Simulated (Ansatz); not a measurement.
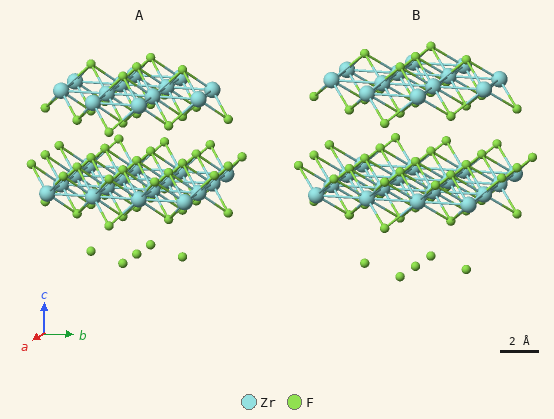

Two geometries of a crystal of ZrF$_{2}$ (a generated structure, set up in P4/mmm) (coarse preliminary run), drawn at one scale. One is the start of a relaxation, the other its converged end. A ball-and-stick model of the atoms within 5.8 Å of the atom that moves most (axes of the cell of the calculation), seen slightly off an axis.

These are results of Ansatz, DFT PBE, scalar-relativistic, plane waves, PAW, not measurements. Set-up: plane-wave cutoff 420 eV; k-point mesh 6 × 6 × 4; occupations gaussian; smearing width 0.1 eV; no spin polarisation; cell and atoms relaxed; force threshold 0.04 eV/Å; at most 70 steps.

Question: Which of the two is the end point?

Answer: Structure B is the relaxed one. After 8 accepted moves (11 points after the start) the energy has fallen by 1.206 eV per cell of the calculation. The largest force component goes from 0.86 to 0.0042 eV/Å. Pressure: 44.07 GPa at the start and 0.12 GPa at the end. The SCF was repeated 3 times at an unchanged geometry on a basis and grid sized afresh for the cell, which shifted the energy by 0.125 eV per cell of the calculation at most. The largest moves relative to the cell, 0.17 Å, are those of F atoms. Zr stays in place. The volume changes by +38.1 %, with a = b 2.570 → 2.853 Å (+11.0 %), c 5.141 → 5.761 Å (+12.1 %). Among the contacts that change: Zr–Zr 2.570 → 2.853 Å, F–Zr 2.226 → 2.383 Å. Bond angles that change, for instance: Zr–F–Zr 109.5° → 115.7°, Zr–F–Zr 70.5° → 73.5°. The space group stays P4/mmm (No. 123).

Limits of the set-up: the k-point mesh is coarse for a cell with partly filled bands.
